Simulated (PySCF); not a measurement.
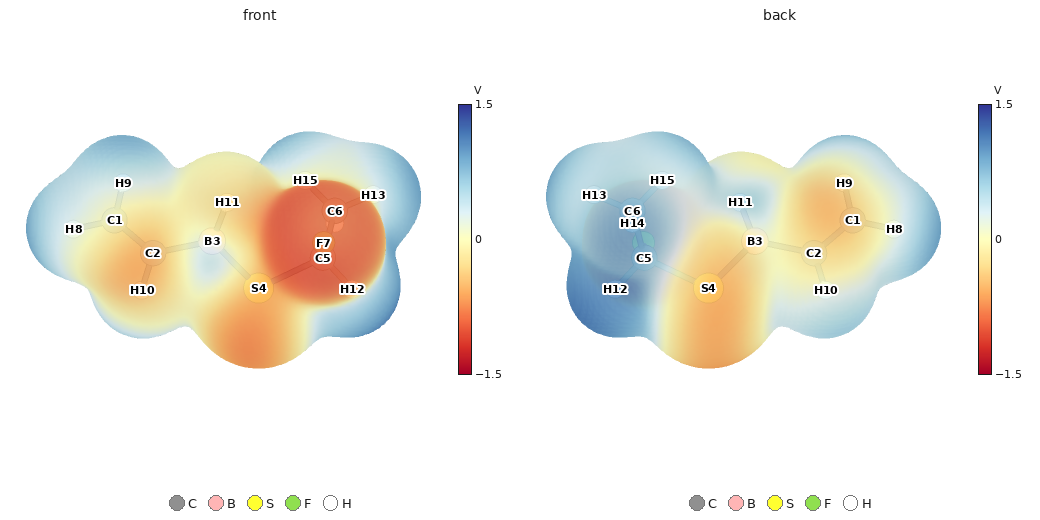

Figure 1: C4H8BFS. The molecular electrostatic potential painted on the density surface at 0.002 e/bohr³, seen from the front and from behind; red is negative and blue positive.

Geometry: GFN2-xTB.

Computed with PBE0/pcSseg-1, SCF density, gas phase, non-relativistic in PySCF 2.14.0.

```json
{"atom": "C", "x (Å)": "3.2975", "y (Å)": "-0.2983", "z (Å)": "-0.0891"}
{"atom": "C", "x (Å)": "2.2093", "y (Å)": "-0.5000", "z (Å)": "-0.8323"}
{"atom": "B", "x (Å)": "0.8186", "y (Å)": "0.0752", "z (Å)": "-0.4879"}
{"atom": "S", "x (Å)": "-0.5385", "y (Å)": "-0.3305", "z (Å)": "-1.5524"}
{"atom": "C", "x (Å)": "-1.9738", "y (Å)": "0.5235", "z (Å)": "-0.7652"}
{"atom": "C", "x (Å)": "-2.3884", "y (Å)": "-0.1398", "z (Å)": "0.5306"}
{"atom": "F", "x (Å)": "-1.6654", "y (Å)": "1.8389", "z (Å)": "-0.5443"}
{"atom": "H", "x (Å)": "4.2618", "y (Å)": "-0.7138", "z (Å)": "-0.3385"}
{"atom": "H", "x (Å)": "3.2591", "y (Å)": "0.2967", "z (Å)": "0.8095"}
{"atom": "H", "x (Å)": "2.3209", "y (Å)": "-1.1102", "z (Å)": "-1.7231"}
{"atom": "H", "x (Å)": "0.6369", "y (Å)": "0.7591", "z (Å)": "0.4422"}
{"atom": "H", "x (Å)": "-2.7725", "y (Å)": "0.5078", "z (Å)": "-1.5146"}
{"atom": "H", "x (Å)": "-3.2487", "y (Å)": "0.3787", "z (Å)": "0.9497"}
{"atom": "H", "x (Å)": "-2.6496", "y (Å)": "-1.1766", "z (Å)": "0.3396"}
{"atom": "H", "x (Å)": "-1.5716", "y (Å)": "-0.1027", "z (Å)": "1.2483"}
```

Describe the electrostatic potential map.

The most negative region (about −1.0 V) lies over F7, the most positive (about +1.1 V) over H12.
